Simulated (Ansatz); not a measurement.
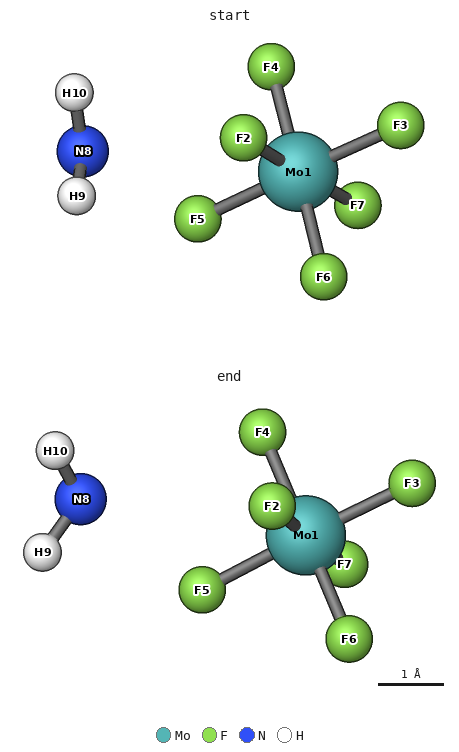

The structure of MoNH$_{2}$F$_{6}$ (multiplicity 2) before (top) and after (bottom) a relaxation, at one scale.

A ball-and-stick model, seen at a tilt.

The run prepares an end point of a later path (reaction) calculation, from a guessed geometry.

These are results of Ansatz 0.2.0, UKS PBE/def2-SVP, not measurements. Set-up: collinear spin; force threshold 0.03 eV/Å; at most 50 steps.

### Describe what moved and what it gained.

Over 16 accepted moves (18 points after the start) the energy falls by 0.057 eV. The largest force component goes from 1.1 to 0.021 eV/Å. The line search rejected the trial steps at points 7, 13 of the run. The forces were under the threshold at step 5, but the run went on from there. The atom that moves furthest after the best rigid fit is H9 (0.72 Å). By element the largest moves are H 0.72 Å, F 0.51 Å, N 0.21 Å, Mo 0.13 Å. Near-neighbour distances that change, for instance: Mo1–F2 1.809 → 1.839 Å. Cost: 56 s on 4 threads of AMD EPYC 7B13 (Zen 3) (shared host), peak memory 0.33 GiB.

Limits of the set-up: the start holds two separate molecules, 2.5 Å apart at their closest, whose relative position is a soft coordinate and is computed without a dispersion correction.
